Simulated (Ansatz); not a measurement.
Run report: BiB (charge −1), geometry relaxation

BiB, charge −1, multiplicity 2, SMILES [B-]=[Bi], computed with UKS PBE0-D4/def2-TZVPPD (Ansatz 0.2.0).

Figures and captions count atoms from 1; the log counts them from 0 in places.

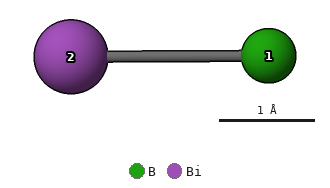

**Figure 1.** The starting structure (ball-and-stick view, seen at a tilt; atoms are numbered from 1 in the order of the input). Sticks mark near contacts.

**Input file**
```yaml
crystal:
  periodic: [false, false, false]
  atoms:
    - { symbol: B, position_ang: [0.0, 0.0, -0.02843886] }
    - { symbol: Bi, position_ang: [0.0, 0.0, 2.07114886] }
magnetization:
  spin_polarized: true
  initial_magnetization: 1
total_charge: -1
basis:
  gaussian: { orbitals: def2-TZVPPD.json }
hamiltonian:
  xc: pbe0
  dispersion: d4
relax:
  f_tol: 0.002
  max_steps: 150
```

Machine: 2 threads of Arm Neoverse V1, 112 GiB of memory available, shared host.

Launched with:
```bash
ansatz run input.yaml --threads 2 --pin off --max-ram 5120MiB --backend cpu --events-out ev --progress --plain --runs-dir out
```

**The program's output**
```
The last accepted step is kept in [file] (removed where the run ends without a failure and the disk answers)
Engine: ansatz 0.2.0, aarch64-unknown-linux-gnu
Functional definition: PBE0
  parameter a = 0.25
  parameter kappa = 0.804
  parameter beta = 0.06672455060314922
  exchange = (1 - a)*pbe_x(kappa = kappa, mu = beta*pi^2/3) + a*exact_x
  correlation = pbe_c(beta = beta)
613 factors; their error is unknown
mean field evaluation 1: about -6513.7835 eV, gradient 7.9e0 eV
mean field evaluation 2: about -6513.2178 eV, gradient 1.3e1 eV
mean field evaluation 4: about -6514.1681 eV, gradient 6.0e-1 eV
mean field evaluation 8: about -6514.1799 eV, gradient 9.8e-2 eV
mean field evaluation 16: about -6514.2890 eV, gradient 7.9e-4 eV
mean field evaluation 32: about -6514.2585 eV, gradient 6.0e-1 eV
mean field -6514.28903627 eV, -239.3957065391 hartree, gradient 1.1e-5 eV, S^2 0.786270; 4 other end points of the search recorded, 0 dependent functions left out
the calculation of the forces begins
reference -6514.28905806 eV, -239.3957073399 hartree; 15, 14 occupied and 78, 79 virtual orbitals, 613 factors
relax step   1: F+E_penalty+E_count = -6514.33584278 eV  Δ(F+E_penalty+E_count) = +0.000e0 eV  max|allowed force component| = 4.216e-1 eV/Å  Δτ_max = 0.0000 Å  (81 SCF iters, accepted)
these checks for a lower state are left out or cut short: starts, cluster_reference, orbital_swaps, neighbouring_geometries, increment
613 factors; their error is unknown
mean field -6514.29405843 eV, -239.3958911003 hartree, gradient 1.6e-5 eV, S^2 0.783840; 0 other end points of the search recorded, 0 dependent functions left out
the calculation of the forces begins
reference -6514.29408033 eV, -239.3958919049 hartree; 15, 14 occupied and 78, 79 virtual orbitals, 613 factors
relax step   2: F+E_penalty+E_count = -6514.34091142 eV  Δ(F+E_penalty+E_count) = -5.069e-3 eV  max|allowed force component| = 1.066e-1 eV/Å  Δτ_max = 0.0155 Å  (48 SCF iters, accepted)
these checks for a lower state are left out or cut short: starts, cluster_reference, orbital_swaps, neighbouring_geometries, increment
613 factors; their error is unknown
mean field -6514.29438158 eV, -239.3959029757 hartree, gradient 1.9e-5 eV, S^2 0.784283; 0 other end points of the search recorded, 0 dependent functions left out
the calculation of the forces begins
reference -6514.29440345 eV, -239.3959037795 hartree; 15, 14 occupied and 78, 79 virtual orbitals, 613 factors
relax step   3: F+E_penalty+E_count = -6514.34122586 eV  Δ(F+E_penalty+E_count) = -3.144e-4 eV  max|allowed force component| = 8.684e-4 eV/Å  Δτ_max = 0.0029 Å  (48 SCF iters, accepted)
613 factors; their error is unknown
mean field evaluation 64: about -6513.0187 eV, gradient 1.4e1 eV
```

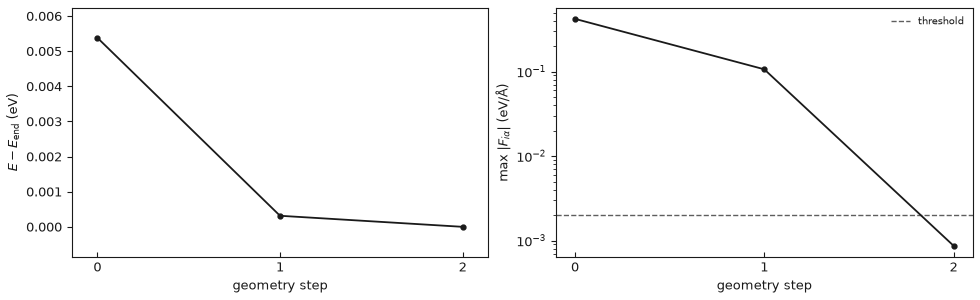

**Figure 2.** Progress of the relaxation, step by step (the first geometry is step 0 here and step 1 in the log). Over 2 geometry steps the energy falls by 0.005 eV. Largest force component: 0.42 eV/Å at the start, 0.00087 eV/Å at the end. The largest moves after the best rigid fit, 0.013 Å, are those of B1 and Bi2. Largest moves by element: Bi 0.013 Å, B 0.013 Å. Among the contacts that change: B1–Bi2 2.100 → 2.074 Å. (Atoms are counted from 1 in the order of the input.)

```
mean field -6514.29438158 eV, -239.3959029757 hartree, gradient 1.9e-5 eV, S^2 0.784283; 5 other end points of the search recorded, 0 dependent functions left out
the calculation of the forces begins
reference -6514.29440345 eV, -239.3959037795 hartree; 15, 14 occupied and 78, 79 virtual orbitals, 613 factors
Total energy: -6514.34124773 eV, -239.3976252750 hartree
Atom 0 at     0.000000    -0.000000    -0.015876 Å, force    -0.000000     0.000000    -0.000868 eV/Å
Atom 1 at    -0.000000     0.000000     2.058586 Å, force     0.000000    -0.000000     0.000868 eV/Å
Dipole moment:    -0.000000    -0.000000     0.801567 e Å
```

**Trajectory as extended XYZ (Å, eV, eV/Å), 3 frames, from step=1 to step=3**
```
2
Properties=species:S:1:pos:R:3:forces:R:3 step=1 energy=-6514.33584
B     0.0000    0.0000   -0.0284    0.0000   0.0000   0.4216
Bi    0.0000    0.0000    2.0711    0.0000   0.0000  -0.4216
2
Properties=species:S:1:pos:R:3:forces:R:3 step=2 energy=-6514.34091
B     0.0000    0.0000   -0.0129    0.0000   0.0000  -0.1066
Bi    0.0000    0.0000    2.0556    0.0000   0.0000   0.1066
2
Properties=species:S:1:pos:R:3:forces:R:3 step=3 energy=-6514.34123
B     0.0000    0.0000   -0.0159    0.0000   0.0000  -0.0009
Bi    0.0000    0.0000    2.0586    0.0000   0.0000   0.0009
```

**Summary**

| quantity | value |
| --- | --- |
| outcome | converged |
| total energy | −6514.3412 eV |
| mean-field energy | −6514.2944 eV |
| ⟨S²⟩ | 0.784 |
| SCF solution under orbital rotations | stable |
| largest force (length of the vector) at the end | 0.001 eV/Å |
| wall time | 10 s (CPU time 20 s) |
| peak memory | 0.16 GiB |
